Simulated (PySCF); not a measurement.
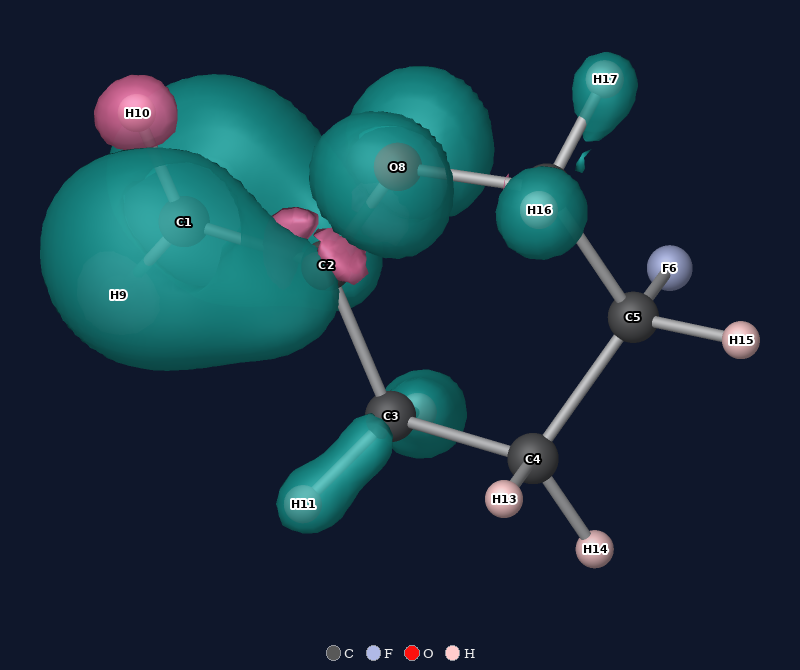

The picture shows: C6H9FO (charge +1, doublet). Isosurfaces of the spin density (α minus β) at +0.015 (teal) and −0.015 e/Å³ (pink), seen at a tilt.

Geometry: GFN2-xTB.

These are results of PySCF 2.14.0, density-fitted response routines, UKS B3LYP, pcH-1 on C F H O, non-relativistic, mean-field spin-orbit, GIAO, not measurements.

```xyz
17

C     2.4989   -0.5303   -0.1958
C     1.1391   -0.3108   -0.0310
C     0.5834    1.0649   -0.1000
C    -0.8697    1.1603    0.3525
C    -1.6297   -0.0401   -0.2061
F    -1.5315   -0.0191   -1.5788
C    -0.9985   -1.3408    0.2820
O     0.4080   -1.3702    0.1678
H     3.1757    0.2844   -0.3903
H     2.9015   -1.5284   -0.1204
H     1.2194    1.7523    0.4656
H     0.6663    1.3912   -1.1482
H    -0.9456    1.1570    1.4407
H    -1.3143    2.0864   -0.0121
H    -2.6964   -0.0159    0.0383
H    -1.2584   -1.5306    1.3313
H    -1.3554   -2.1984   -0.3053
```

Question: Where is the unpaired spin?

Answer: The unpaired spin (1 electron) lies mostly on C1 (about 0.5), O8 (about 0.2) and C2 (about 0.1), in electrons by Hirshfeld's partition.
